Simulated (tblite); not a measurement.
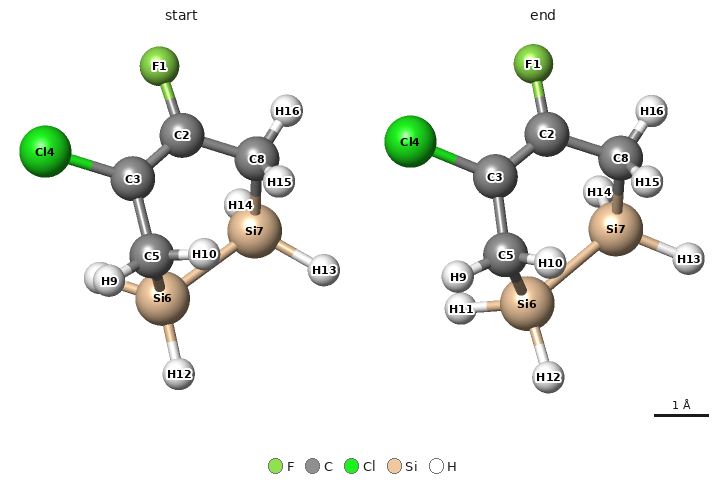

The structure of C4H8ClFSi2 before (left) and after (right) a relaxation, at one scale.

The picture is a ball-and-stick view, seen at a tilt.

The calculation used GFN2-xTB geometry optimisation, gas phase (tblite). 

**What changed between the two?**

The energy falls by 40.3 kJ/mol in 78 geometry steps. H11 moves most after the best rigid fit: 0.57 Å. Largest moves by element: H 0.57 Å, F 0.24 Å, Cl 0.20 Å, C 0.16 Å, Si 0.11 Å. Near-neighbour distances that change, for instance: Si6–Si7 2.251 → 2.317 Å, Si7–C8 1.876 → 1.927 Å, Si6–H12 1.438 → 1.469 Å, C5–Si6 1.898 → 1.927 Å. Bond angles that change, for instance: Si7–Si6–H11 106.2° → 116.3°, H11–Si6–H12 116.0° → 107.1°, F1–C2–C8 121.7° → 114.4°. The run took 1.2 s on 1 thread of Arm Neoverse N1 (shared host).
